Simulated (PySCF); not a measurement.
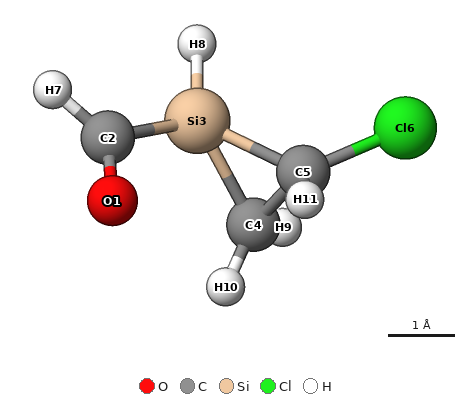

Fig. 1: The structure (ball-and-stick view, seen at a tilt; atoms are numbered from 1 in the order of the input). Bond lengths as drawn: C–C 1.52 Å, C–Cl 1.76 Å, C–H 1.10 to 1.12 Å, C–O 1.21 Å, C–Si 1.87 to 1.91 Å and H–Si 1.48 Å.

# Two runs on C$_{3}$H$_{5}$ClOSi

System: C$_{3}$H$_{5}$ClOSi.
Method of the first run: TDDFT LDA/def2-SVPD, vertical, gas phase, core orbitals frozen in the response (PySCF 2.14.0).

The geometry comes from this level: PBE0-D3(BJ)/def2-SVP. Text and figures count atoms from 1; the logs count them from 0 in places.

## The input, the first run
```
{"job": {"kind": "uv", "xc": "LDA", "basis": "def2-SVPD", "ip": true}, "charge": 0, "multiplicity": 1}
O      1.847748     0.662465    -0.994225
C      1.652397    -0.296585    -0.287391
Si    -0.100573    -0.550466     0.428997
C     -1.440584     0.263056    -0.591755
C     -1.010143     1.083294     0.607858
Cl    -2.190591     1.357719     1.888382
H      2.488333    -1.008344    -0.049213
H     -0.408041    -1.689324     1.326458
H     -2.444167    -0.172993    -0.541068
H     -1.175309     0.666033    -1.576206
H     -0.433650     1.988760     0.386770
```

The first line tells a small driver script what to run in PySCF; the rest is the geometry in Å.

Launched with:
```bash
OMP_NUM_THREADS=1 python <driver script> task.json out
```

Hardware: 1 CPU thread, shared host.

## Output (the first run)
```
coarse grid: 10696 points
cycle   1  E = -937.3014981832  dE =  6.497e-01  |g| = 8.053e-01  |ddm| = 4.576e+00
cycle   2  E = -935.8036228695  dE =  1.498e+00  |g| = 2.622e+00  |ddm| = 3.130e+00
cycle   3  E = -937.4209042359  dE = -1.617e+00  |g| = 3.086e-01  |ddm| = 2.715e+00
cycle   4  E = -937.4285121101  dE = -7.608e-03  |g| = 2.794e-01  |ddm| = 7.045e-01
cycle   5  E = -937.4489131294  dE = -2.040e-02  |g| = 7.534e-02  |ddm| = 3.851e-01
cycle   6  E = -937.4504173220  dE = -1.504e-03  |g| = 2.522e-02  |ddm| = 1.108e-01
cycle   7  E = -937.4505782380  dE = -1.609e-04  |g| = 7.038e-03  |ddm| = 3.763e-02
cycle   8  E = -937.4505914481  dE = -1.321e-05  |g| = 1.390e-03  |ddm| = 1.221e-02
cycle   9  E = -937.4505919423  dE = -4.941e-07  |g| = 3.851e-04  |ddm| = 3.118e-03
final grid: 95368 points
cycle  10  E = -937.5752887046  dE = -2.655e-05  |g| = 2.108e-03  |ddm| = 7.472e-02
cycle  11  E = -937.5752853852  dE =  3.319e-06  |g| = 4.302e-03  |ddm| = 6.346e-03
cycle  12  E = -937.5752894798  dE = -4.095e-06  |g| = 1.088e-03  |ddm| = 4.223e-03
cycle  13  E = -937.5752897136  dE = -2.338e-07  |g| = 4.524e-04  |ddm| = 1.332e-03
cycle  14  E = -937.5752897558  dE = -4.223e-08  |g| = 1.671e-04  |ddm| = 6.428e-04
cycle  15  E = -937.5752897645  dE = -8.678e-09  |g| = 5.252e-05  |ddm| = 2.774e-04
cycle  16  E = -937.5752897652  dE = -7.224e-10  |g| = 1.235e-05  |ddm| = 8.132e-05
converged SCF energy = -937.5752897652

Static polarisability (au): isotropic 89.513, principal 68.901 79.187 120.453

Singlet excitations
state   eV       nm        f      main configurations
  1   2.9493    420.4   0.00633   H->L 0.92, H-1->L 0.08
  2   3.4811    356.2   0.11244   H-1->L 0.86
  3   3.9087    317.2   0.00763   H-2->L 0.96
  4   4.8386    256.2   0.00945   H-3->L 0.95
  5   5.0485    245.6   0.01352   H->L+1 0.92
  6   5.4100    229.2   0.00744   H-1->L+1 0.90
  7   5.5841    222.0   0.01054   H->L+2 0.80, H->L+3 0.09
  8   5.6915    217.8   0.02294   H->L+3 0.75, H-1->L+2 0.10
  9   5.8087    213.4   0.03913   H-1->L+2 0.62, H-4->L 0.15, H->L+3 0.10
 10   5.9701    207.7   0.00514   H-4->L 0.78

Triplet excitations (Tamm-Dancoff, eV): 2.4127 2.7024 3.7769 4.6193
Vertical ionisation energy (delta-SCF) = 8.8041 eV
Vertical electron affinity (delta-SCF) = 0.5678 eV
```

For the second run the input was changed thus:
```diff
-"xc": "LDA"
+"xc": "PBE"
```

Predict how the results change.

The total energies belong to different methods, so their difference says nothing on which is more stable or more accurate. The HOMO goes from −6.04 to −5.92 eV. The LUMO goes from −3.40 to −3.18 eV. The dipole moment goes from 2.00 to 1.96 D. The lowest excitation goes from 2.95 to 3.03 eV. The strongest computed line goes from 3.48 to 3.55 eV. The functional changes from LDA to PBE. The SCF takes 17 iterations against 16.

## Output (the second run)
```
coarse grid: 10696 points
cycle   1  E = -940.9565907170  dE =  6.584e-01  |g| = 8.058e-01  |ddm| = 4.609e+00
cycle   2  E = -939.4717498579  dE =  1.485e+00  |g| = 2.612e+00  |ddm| = 3.193e+00
cycle   3  E = -941.0779051391  dE = -1.606e+00  |g| = 2.952e-01  |ddm| = 2.771e+00
cycle   4  E = -941.0847065104  dE = -6.801e-03  |g| = 2.686e-01  |ddm| = 7.039e-01
cycle   5  E = -941.1037569614  dE = -1.905e-02  |g| = 7.117e-02  |ddm| = 3.839e-01
cycle   6  E = -941.1051054781  dE = -1.349e-03  |g| = 2.400e-02  |ddm| = 1.080e-01
cycle   7  E = -941.1052526521  dE = -1.472e-04  |g| = 6.425e-03  |ddm| = 3.644e-02
cycle   8  E = -941.1052637019  dE = -1.105e-05  |g| = 1.320e-03  |ddm| = 1.149e-02
cycle   9  E = -941.1052641518  dE = -4.500e-07  |g| = 3.691e-04  |ddm| = 3.005e-03
final grid: 95368 points
cycle  10  E = -941.2580743390  dE =  1.513e-05  |g| = 1.674e-02  |ddm| = 8.775e-02
cycle  11  E = -941.2575802272  dE =  4.941e-04  |g| = 5.008e-02  |ddm| = 5.616e-02
cycle  12  E = -941.2581308377  dE = -5.506e-04  |g| = 4.558e-03  |ddm| = 4.435e-02
cycle  13  E = -941.2581355554  dE = -4.718e-06  |g| = 1.034e-03  |ddm| = 5.057e-03
cycle  14  E = -941.2581358912  dE = -3.358e-07  |g| = 4.096e-04  |ddm| = 1.874e-03
cycle  15  E = -941.2581359321  dE = -4.088e-08  |g| = 8.754e-05  |ddm| = 4.942e-04
cycle  16  E = -941.2581359346  dE = -2.485e-09  |g| = 1.946e-05  |ddm| = 1.862e-04
cycle  17  E = -941.2581359347  dE = -1.244e-10  |g| = 6.647e-06  |ddm| = 4.342e-05
converged SCF energy = -941.2581359347

Static polarisability (au): isotropic 88.467, principal 68.119 78.393 118.888

Singlet excitations
state   eV       nm        f      main configurations
  1   3.0262    409.7   0.00642   H->L 0.90, H-1->L 0.10
  2   3.5475    349.5   0.11300   H-1->L 0.84, H->L 0.09
  3   3.9963    310.2   0.00779   H-2->L 0.96
  4   4.9097    252.5   0.00921   H-3->L 0.95
  5   5.1025    243.0   0.01387   H->L+1 0.91
  6   5.4335    228.2   0.00834   H-1->L+1 0.90
  7   5.6386    219.9   0.00975   H->L+2 0.80, H->L+3 0.09
  8   5.7504    215.6   0.02541   H->L+3 0.75, H-1->L+2 0.09
  9   5.8632    211.5   0.04493   H-1->L+2 0.68, H-4->L 0.08, H-1->L+3 0.08
 10   6.0119    206.2   0.02910   H->L+4 0.73, H-4->L 0.13

Triplet excitations (Tamm-Dancoff, eV): 2.4115 2.7208 3.8445 4.6791
Vertical ionisation energy (delta-SCF) = 8.6474 eV
Vertical electron affinity (delta-SCF) = 0.4170 eV
```

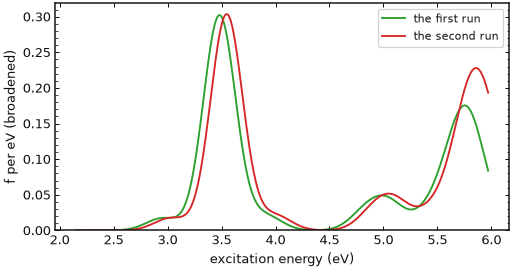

Fig. 2: Absorption of the two runs from their computed states, each broadened by a Gaussian of 0.35 eV full width; the range ends where the shorter list of states ends.

## The two runs side by side

```csv
quantity,the first run,the second run
outcome,converged,converged
total energy (hartree),−937.575290,−941.258136
HOMO (eV),−6.04,−5.92
LUMO (eV),−3.40,−3.18
dipole moment (D),2.00,1.96
lowest excitation (eV),2.95,3.03
SCF iterations,16,17
strongest computed line (eV),3.48,3.55
basis functions,174,174
wall time (shared host),98 s,2.3 min
```
